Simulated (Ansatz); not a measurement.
Molecular dynamics, with input and output: AlPN$_{2}$H$_{8}$O (part 3 of 3)

AlPN$_{2}$H$_{8}$O; RKS B3LYP/6-31G* (Ansatz 0.2.0). It belongs to a series of runs on one base structure; here: dynamics from the highest image of the converged band.

Geometry of the input (Å):
```
Al 0.1130  0.2431  -0.1050
O  0.2050  -0.0360  1.7326
H  -0.5835  -0.3630  2.1989
N  1.5678  -0.1281  -1.0632
H  1.5696  -0.8060  -1.8149
H  2.4503  0.3641  -1.0266
N  -1.5283  -0.1350  -0.7112
H  -2.3503  -0.3117  -0.1479
H  -1.8051  0.0533  -1.6673
P  0.3338  2.7126  0.6365
H  -0.7320  3.2071  1.4308
H  1.4025  3.0913  1.4897
H  0.2260  1.2197  1.6443
```

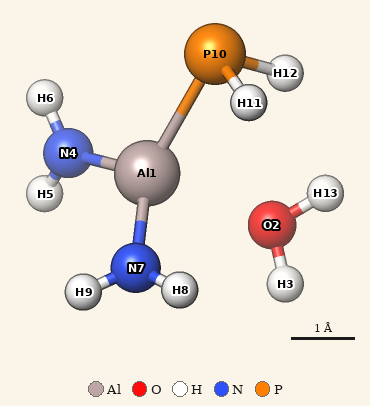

Figure 1. The geometry at step 107 of the log (ball-and-stick view, seen at a tilt; atoms are numbered from 1 in the order of the input).

### Trajectory as extended XYZ, continued
```
13
Properties=species:S:1:pos:R:3:forces:R:3 step=13 time_fs=6.5 energy=-21044.58169 temperature=145.1
Al    0.1124    0.2315   -0.0979    0.1696   0.6770  -0.3467
O     0.1968   -0.0323    1.7103    1.1378  -0.0571  -0.1342
H    -0.5499   -0.4032    2.1607   -1.1178  -0.4092   0.7346
N     1.5393   -0.1030   -1.0546   -1.1081  -0.9826  -0.2131
H     1.5401   -0.8121   -1.7690    0.1957  -0.1384  -0.1968
H     2.3755    0.3970   -1.0163    1.6215   0.8529  -0.0712
N    -1.5022   -0.1134   -0.6949    0.3258  -0.3136   2.2686
H    -2.3106   -0.3514   -0.1604   -0.4970  -0.1346   0.4817
H    -1.7498   -0.0836   -1.6187   -0.6427   0.1760  -2.9798
P     0.3444    2.7113    0.6316   -0.0939   0.0088  -0.4602
H    -0.8123    3.1970    1.3091    0.2300  -0.0751   0.1111
H     1.3556    3.0358    1.5741   -0.1420   0.0035   0.1296
H     0.1838    1.1153    1.5954   -0.0788   0.3923   0.6764
13
Properties=species:S:1:pos:R:3:forces:R:3 step=27 time_fs=13.5 energy=-21044.67437 temperature=208.9
Al    0.1144    0.2312   -0.0945    0.0405   1.3895  -0.0791
O     0.1913   -0.0386    1.7018   -0.3222   0.2421   1.5426
H    -0.5694   -0.4337    2.1693    0.0815  -0.1166  -0.0303
N     1.5193   -0.0858   -1.0559    1.6173  -0.3482  -0.9730
H     1.5887   -0.8273   -1.7496   -0.0155   0.1193   0.1741
H     2.3904    0.4521   -1.0522   -0.4799  -0.2119   0.0305
N    -1.4978   -0.1001   -0.6776   -1.5776  -0.7930  -1.7554
H    -2.3079   -0.3970   -0.1302    0.2403   0.1465  -0.3564
H    -1.6949   -0.2141   -1.7116    0.2106   0.2232   1.7644
P     0.3554    2.7098    0.6206    0.1087   0.0281  -0.1549
H    -0.8367    3.1697    1.2342   -0.0163   0.0210   0.1140
H     1.2492    2.9805    1.7030   -0.1376  -0.0304  -0.0610
H     0.1235    1.0982    1.7717    0.2503  -0.6696  -0.2156
13
Properties=species:S:1:pos:R:3:forces:R:3 step=40 time_fs=20.0 energy=-21044.77156 temperature=278.4
Al    0.1168    0.2522   -0.0943   -0.0642   1.7426  -0.7034
O     0.1809   -0.0442    1.7306   -0.9745  -2.9242   1.5663
H    -0.5834   -0.5106    2.1865    0.9338   0.4849  -0.4993
N     1.5321   -0.0828   -1.0789    1.6816   0.3751  -0.3901
H     1.6455   -0.8567   -1.7243    0.0662   0.0482   0.0716
H     2.3870    0.5231   -1.0839   -1.1893  -0.8280  -0.0328
N    -1.5222   -0.1023   -0.6743   -0.7412  -0.9964  -1.9342
H    -2.3292   -0.4233   -0.1407    0.1546   0.1223  -0.2994
H    -1.6552   -0.3237   -1.7143    0.1019   0.4410   2.1116
P     0.3671    2.7092    0.6068   -0.1135   0.3906  -0.3300
H    -0.8599    3.1406    1.2087    0.0303  -0.2434  -0.1605
H     1.0966    2.9056    1.8171    0.1515  -0.2320   0.0128
H     0.1443    0.9070    1.9207   -0.0373   1.6194   0.5873
13
Properties=species:S:1:pos:R:3:forces:R:3 step=53 time_fs=26.5 energy=-21044.97067 temperature=418.6
Al    0.1180    0.2978   -0.1029   -0.1823   1.1365  -0.4830
O     0.1648   -0.0808    1.7914    0.3152   0.9963   0.8450
H    -0.5488   -0.5956    2.1978   -0.2414  -0.0841   0.2240
N     1.5636   -0.0869   -1.1111   -1.4476  -0.4137   0.6890
H     1.7200   -0.8904   -1.6876    0.1538  -0.3512  -0.2343
H     2.3191    0.5485   -1.1304    1.0078   0.6795  -0.1695
N    -1.5550   -0.1216   -0.6811    1.3733   0.6968   2.6784
H    -2.3627   -0.4245   -0.1869   -0.6233  -0.1052   0.6789
H    -1.6610   -0.3832   -1.5920   -0.2833  -0.7948  -3.2460
P     0.3781    2.7126    0.5899    0.3622   0.1134   0.1616
H    -0.8922    3.0338    1.1347   -0.2289  -0.0973  -0.0666
H     0.9950    2.7543    1.9133   -0.0614  -0.2022  -0.4522
H     0.1789    0.8993    2.1466   -0.1441  -1.5738  -0.6252
13
Properties=species:S:1:pos:R:3:forces:R:3 step=67 time_fs=33.5 energy=-21045.21102 temperature=585.3
Al    0.1169    0.3662   -0.1216   -0.2056   0.3925  -0.6492
O     0.1493   -0.1309    1.8713    1.1563   1.3811  -0.2322
H    -0.5268   -0.6665    2.2521   -1.2089  -1.0160   0.5952
N     1.5818   -0.0932   -1.1337   -1.3557  -0.6899   0.5489
H     1.8313   -0.9368   -1.6421   -0.2651   0.0430   0.2158
H     2.3132    0.5678   -1.2302    0.7944   0.7981  -0.0811
N    -1.5750   -0.1507   -0.6784    0.9073   0.0709   0.9103
H    -2.4129   -0.3906   -0.1539    0.2494   0.1446  -0.0435
H    -1.6766   -0.4595   -1.6263   -0.0878  -0.1735  -0.5198
P     0.3925    2.7181    0.5717   -0.4054  -0.1723  -0.3324
H    -0.9744    2.8698    1.0151    0.3115  -0.0109  -0.0717
H     0.8836    2.5012    1.8937    0.1096   0.0182   0.2322
H     0.1696    0.7421    2.3579   -0.0001  -0.7859  -0.5727
13
Properties=species:S:1:pos:R:3:forces:R:3 step=80 time_fs=40.0 energy=-21045.01581 temperature=450.8
Al    0.1130    0.4362   -0.1491   -0.0394  -0.3809  -0.7342
O     0.1370   -0.1843    1.9452   -0.4251  -2.2708  -1.4606
H    -0.5539   -0.7780    2.3052    0.2515   0.1095  -0.3100
N     1.5792   -0.0964   -1.1390    0.4028   0.7549   0.1069
H     1.8624   -0.9967   -1.5407   -0.3121   0.4799   0.3162
H     2.3246    0.6180   -1.3313   -1.0075  -0.9992   0.2882
N    -1.5651   -0.1790   -0.6652    0.1943  -0.7695  -1.5503
H    -2.4217   -0.3131   -0.1048    0.6793   0.1252  -0.6000
H    -1.7039   -0.5451   -1.6834    0.2424   0.8754   2.6161
P     0.4027    2.7206    0.5521    0.2461  -0.5449   0.3989
H    -0.9763    2.7144    0.8851   -0.2293   0.2281   0.1830
H     0.8075    2.2892    1.8995   -0.1180   0.4535  -0.4965
H     0.1529    0.5719    2.4900    0.1151   1.9388   1.2421
13
Properties=species:S:1:pos:R:3:forces:R:3 step=93 time_fs=46.5 energy=-21045.12469 temperature=524.5
Al    0.1081    0.5006   -0.1870    0.0747  -0.8421  -0.5053
O     0.1225   -0.2475    2.0084   -0.9694  -1.1054  -0.2295
H    -0.5790   -0.9128    2.2969    1.1110   1.2283  -0.4245
N     1.5613   -0.0898   -1.1299   -0.6212   0.9852   0.5517
H     1.8117   -1.0238   -1.3853    0.1750  -0.4350  -0.1942
H     2.2688    0.5933   -1.4057   -0.1403  -0.4157   0.0965
N    -1.5278   -0.2066   -0.6481    1.3655   0.3240   0.4740
H    -2.3673   -0.2068   -0.1168   -0.7212   0.1395   0.5831
H    -1.7281   -0.5785   -1.5536    0.0994  -0.2122  -0.6366
P     0.4133    2.7175    0.5350   -0.8105   0.0763  -0.4858
H    -1.0100    2.6496    0.8100    0.3213   0.3684   0.0321
H     0.7152    2.2171    1.8079    0.2991   0.0596   0.7280
H     0.1461    0.4913    2.6405   -0.1832  -0.1709   0.0105
13
Properties=species:S:1:pos:R:3:forces:R:3 step=107 time_fs=53.5 energy=-21045.02253 temperature=455.0
Al    0.1042    0.5566   -0.2355    0.0237  -0.7271   0.1852
O     0.1075   -0.3192    2.0597   -0.2453   0.8403   0.8755
H    -0.5818   -0.9831    2.2681    0.2545   0.3143  -0.1592
N     1.5227   -0.0749   -1.1063   -0.9039  -0.7621   0.4472
H     1.7625   -1.0382   -1.2431   -0.0022  -0.5000  -0.1061
H     2.2365    0.4929   -1.4648    1.1967   1.0209  -0.4727
N    -1.4706   -0.2321   -0.6150    0.8703   1.2702   2.9558
H    -2.3154   -0.0545   -0.1028   -0.3840   0.0858   0.1980
H    -1.6806   -0.6118   -1.4634   -0.5923  -1.3067  -2.9458
P     0.4168    2.7139    0.5143    0.1345   0.1870   0.7069
H    -0.9787    2.7382    0.7615   -0.2946   0.3233   0.1673
H     0.7041    2.2246    1.8661   -0.0458   0.3799  -0.5591
H     0.0862    0.3585    2.8065   -0.0116  -1.1259  -1.2930
13
Properties=species:S:1:pos:R:3:forces:R:3 step=120 time_fs=60.0 energy=-21044.96884 temperature=416.9
Al    0.1012    0.5982   -0.2782   -0.0511  -0.2593   0.7818
O     0.0936   -0.3842    2.0993    1.6044   1.9853   0.1124
H    -0.5757   -1.0220    2.2013   -1.6792  -1.6064   0.0403
N     1.4928   -0.0698   -1.0875    1.4300  -1.2758  -0.7420
H     1.6961   -1.0802   -1.1357   -0.1782   0.7483  -0.0618
H     2.2654    0.4460   -1.5014   -0.1461  -0.0539   0.2094
N    -1.4195   -0.2521   -0.5664   -2.1858  -0.5633  -0.9700
H    -2.2965    0.0978   -0.1149    0.8918  -0.6005  -0.7559
H    -1.6332   -0.6938   -1.5101    0.2610   0.8445   1.7352
P     0.4185    2.7145    0.5009   -0.7110   1.2294  -0.3638
H    -0.9918    2.9467    0.7686    0.4868   0.0309  -0.0323
H     0.7038    2.3459    1.8159    0.1658  -0.1917   0.6546
H     0.0211    0.1960    2.8892    0.1114  -0.2875  -0.6078
13
Properties=species:S:1:pos:R:3:forces:R:3 step=133 time_fs=66.5 energy=-21044.93785 temperature=394.2
Al    0.0976    0.6346   -0.3096    0.1287  -0.3783   0.8612
O     0.0840   -0.4452    2.1333    0.1975  -1.0675  -1.7458
H    -0.6339   -1.1045    2.0858    0.1762   0.3429  -0.0208
N     1.4920   -0.0841   -1.0849    1.5946   0.2579  -0.8545
H     1.6156   -1.0902   -1.0677    0.2595   0.0751  -0.2278
H     2.3097    0.4172   -1.4925   -0.9076  -0.7873   0.5901
N    -1.3974   -0.2768   -0.5177   -1.2142  -1.0998  -1.7400
H    -2.2588    0.1565   -0.2232   -0.4127   0.0081   0.1793
H    -1.5859   -0.7297   -1.4565    0.3585   0.6663   1.4726
P     0.4146    2.7293    0.4873    0.6372   1.1615   0.7613
H    -0.8887    3.1810    0.7761   -0.3574  -0.0184   0.0241
H     0.7385    2.4337    1.8769   -0.1377  -0.0125  -0.6512
H    -0.0355    0.0503    2.9220   -0.3227   0.8522   1.3517
13
Properties=species:S:1:pos:R:3:forces:R:3 step=147 time_fs=73.5 energy=-21044.85139 temperature=334.6
Al    0.0955    0.6662   -0.3294    0.1328  -1.0026   0.5830
O     0.0799   -0.5132    2.1583   -1.3516  -1.5773  -1.2852
H    -0.7147   -1.1161    1.9304    1.6297   1.3825   0.3241
N     1.5124   -0.1079   -1.0946   -0.2002   0.8945  -0.0298
H     1.6182   -1.0934   -1.0815    0.0908  -1.0836  -0.0455
H     2.3621    0.3165   -1.4255    0.1858   0.2415   0.0146
N    -1.4104   -0.3114   -0.4768    1.0771   0.7321   1.7070
H    -2.2602    0.1527   -0.2939   -1.3618   0.5963   0.4577
H    -1.5056   -0.7601   -1.3265   -0.2685  -1.4121  -2.2954
P     0.4156    2.7639    0.4795   -0.0218   1.6421  -0.5211
H    -0.8457    3.3931    0.7758    0.1770  -0.4669  -0.1481
H     0.7477    2.4935    1.7999    0.1350  -0.3025   0.6818
H    -0.1532   -0.0887    2.9831   -0.2244   0.3560   0.5569
13
Properties=species:S:1:pos:R:3:forces:R:3 step=160 time_fs=80.0 energy=-21045.00184 temperature=438.4
Al    0.0959    0.6810   -0.3389    0.2037  -1.1860   0.2886
O     0.0735   -0.5806    2.1746   -0.9604   0.0591   0.3446
H    -0.7099   -1.0109    1.7454    0.5663   0.3825   0.1612
N     1.5344   -0.1286   -1.1061   -1.3816  -0.5961   0.4140
H     1.6314   -1.1461   -1.1251   -0.1852   0.3403   0.0149
H     2.4112    0.2661   -1.3332    0.9690   0.6947  -0.1810
N    -1.4310   -0.3393   -0.4385   -0.7031   0.8043  -0.0677
H    -2.3557    0.1372   -0.3094    1.0785  -0.6519  -0.1810
H    -1.4671   -0.8852   -1.3037   -0.2077   0.0512   0.2483
P     0.4199    2.8155    0.4702    1.1060   0.4869   0.3565
H    -0.8070    3.4376    0.7371   -0.5445  -0.1685   0.1244
H     0.7661    2.4632    1.8372   -0.3080   0.0999  -0.5896
H    -0.2830   -0.2042    3.0208    0.3670  -0.3164  -0.9332
13
Properties=species:S:1:pos:R:3:forces:R:3 step=173 time_fs=86.5 energy=-21044.96351 temperature=413.7
Al    0.0993    0.6786   -0.3440    0.2094  -0.8180  -0.0309
O     0.0594   -0.6484    2.1837    1.3352   0.8225   1.6092
H    -0.6228   -0.8641    1.5760   -1.7661  -0.6276  -1.2946
N     1.5423   -0.1450   -1.1128    0.0104   0.0660   0.1987
H     1.6033   -1.1781   -1.1742    0.1121   1.0103   0.0098
H     2.4737    0.2996   -1.2109   -0.8908  -0.5693   0.1262
N    -1.4474   -0.3535   -0.4028   -0.1924  -0.7786  -1.6408
H    -2.3953    0.0553   -0.3316    0.7654  -0.2130   0.0316
H    -1.4830   -1.0502   -1.2328    0.1008   1.4422   1.8094
P     0.4345    2.8758    0.4622   -0.2645   0.4172  -0.6922
H    -0.8977    3.3759    0.7248    0.3310  -0.4096  -0.0539
H     0.6982    2.4408    1.7639    0.0002  -0.1514   0.5826
H    -0.3885   -0.3062    2.9889    0.2492  -0.1906  -0.6550
13
Properties=species:S:1:pos:R:3:forces:R:3 step=187 time_fs=93.5 energy=-21045.01330 temperature=446.9
Al    0.1067    0.6630   -0.3491    0.1042  -0.0660   0.0231
O     0.0448   -0.7192    2.1851   -0.7083   0.0710  -1.5315
H    -0.6124   -0.7559    1.4134    0.5129  -0.4160   0.8755
N     1.5286   -0.1479   -1.1108    0.4844   1.1638   0.3112
H     1.6169   -1.1372   -1.2413    0.0115  -0.5411  -0.1038
H     2.4738    0.2724   -1.0507   -0.8671  -0.3655  -0.0667
N    -1.4515   -0.3629   -0.3735    2.5085   0.3572   0.4412
H    -2.3546   -0.0026   -0.2996   -1.7721   0.8718   0.2658
H    -1.4757   -1.1440   -0.9976    0.0909  -0.6165  -0.4340
P     0.4495    2.9437    0.4481   -0.1121  -1.0876   0.4276
H    -0.9297    3.1706    0.6963   -0.2390   0.1268  -0.0950
H     0.6037    2.3926    1.7939    0.0963   0.2877  -0.5501
H    -0.5123   -0.3977    2.9006   -0.1102   0.2144   0.4367
13
Properties=species:S:1:pos:R:3:forces:R:3 step=200 time_fs=100.0 energy=-21044.90463 temperature=370.6
Al    0.1150    0.6473   -0.3534   -0.0868   0.7304   0.3488
O     0.0208   -0.7793    2.1727   -0.6162  -0.1222  -2.1539
H    -0.6109   -0.8138    1.3596    0.7505  -0.2744   1.2625
N     1.5108   -0.1406   -1.1027   -0.4827   0.1945  -0.0709
H     1.6140   -1.1085   -1.3141   -0.1254  -0.8377  -0.2347
H     2.4152    0.2252   -0.9212    0.9698   0.5221   0.1124
N    -1.4293   -0.3595   -0.3397    0.3070   1.8436   1.0208
H    -2.3714    0.0160   -0.2316    0.2829  -0.1348  -0.0491
H    -1.4478   -1.2296   -0.7994   -0.1149  -1.2790  -0.8013
P     0.4592    2.9946    0.4370   -1.1101  -1.3010  -0.5607
H    -0.9828    3.0101    0.6232    0.3232   0.3585  -0.1476
H     0.5652    2.4220    1.7204    0.2895  -0.0572   0.4959
H    -0.5719   -0.4602    2.8488   -0.3868   0.3572   0.7776
```

### Summary

```json
{"quantity": "outcome", "value": "finished"}
{"quantity": "mean temperature over the second half", "value": "415 K"}
{"quantity": "trajectory", "value": "200 steps, 100 fs"}
{"quantity": "ensemble", "value": "nve"}
{"quantity": "temperature in the input", "value": "300.0 K"}
{"quantity": "time step", "value": "0.5 fs"}
{"quantity": "potential energy (last step)", "value": "−21044.9049 eV"}
{"quantity": "mean-field energy (last step)", "value": "−21044.9049 eV"}
{"quantity": "largest force (length of the vector) (last step)", "value": "2.244 eV/Å"}
{"quantity": "wall time", "value": "9 min (CPU time 18 min)"}
{"quantity": "peak memory", "value": "0.21 GiB"}
```

So short a trajectory is not equilibrated.
